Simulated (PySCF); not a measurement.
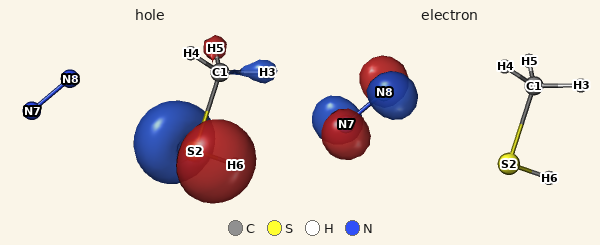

*CH₄N₂S, SMILES `CS.N#N`. Leading natural transition orbital pair of S₁ (TDA singlet states); the surfaces enclose about 70 % of each orbital's density.*

PySCF calculation, PBE/def2-SVP, gas phase; geometry: GFN2-xTB. The pair's geometry is semi-empirical, so its contact may be too short or too long. GFN2-xTB bond lengths at metals and heavier atoms can be off by up to 0.1 Å and shapes distorted, which carries into these values. Without diffuse functions Rydberg states are missing, so the states' numbers hold for this basis only.

Coordinates in Å:

```
C1       1.3736    1.0942    0.0030
S2       1.0602   -0.6993    0.0648
H3       2.3842    1.3002    0.3419
H4       0.6539    1.5518    0.6734
H5       1.2203    1.4563   -1.0086
H6       2.0088   -1.0423   -0.8039
N7      -2.6154   -0.3107    0.0040
N8      -1.8806    0.5046   -0.0409
```

Give its energy, strength and character.

Answer. 3.76 eV (330 nm), f = 0.000 (very weak), charge transfer, whose energy this functional puts too low; the leading pair carries 100 %; hole on S2 (83 %) and C1 (6 %), electron on N7 (50 %) and N8 (49 %); their centroids lie 3.4 Å apart. In canonical orbitals it is mainly HOMO → LUMO (94 %). The HOMO–LUMO gap is 3.75 eV.

The PySCF run took 57 s on 1 thread of Arm Neoverse V1, on a shared host, peak memory 0.46 GiB.
